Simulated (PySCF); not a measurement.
C6H8OS2, SMILES s1c(ccc1OC)SC at its GFN2-xTB optimised geometry (Å):

```
17

C      2.3400    -2.8047     0.0365
O      0.9485    -3.0155     0.0234
C      0.1664    -1.9218     0.0000
C     -1.1950    -1.9218     0.0000
C     -1.7423    -0.6202     0.0000
C     -0.8036     0.3627     0.0028
S     -1.1033     2.0844    -0.0969
C      0.2485     2.7159     0.9453
S      0.8124    -0.3033    -0.0242
H      2.6618    -2.2427    -0.8469
H      2.7967    -3.7921     0.0316
H      2.6481    -2.2587     0.9346
H     -1.7774    -2.8232     0.0150
H     -2.7967    -0.4145     0.0082
H      0.1734     2.2802     1.9368
H      1.2020     2.4708     0.4864
H      0.1207     3.7921     0.9948
```

Computed with PySCF with CAM-B3LYP/def2-SVP. Cells within 0.4 Å of a nucleus heavier than hydrogen are left out (blank, or x).

Map of the Laplacian of the electron density (e/bohr⁵), clipped to [-1.50, 1.50] on the plane z = 0.0 Å:

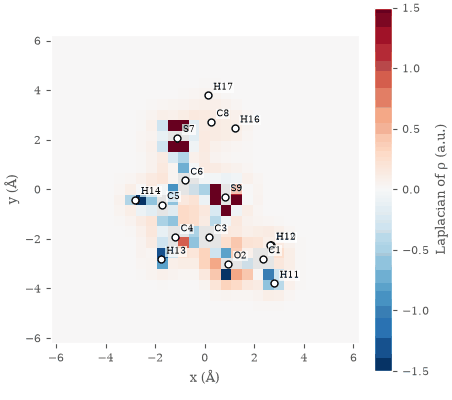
Figure: Laplacian of the electron density (e/bohr⁵), clipped to [-1.50, 1.50] on the plane z = 0.0 Å.
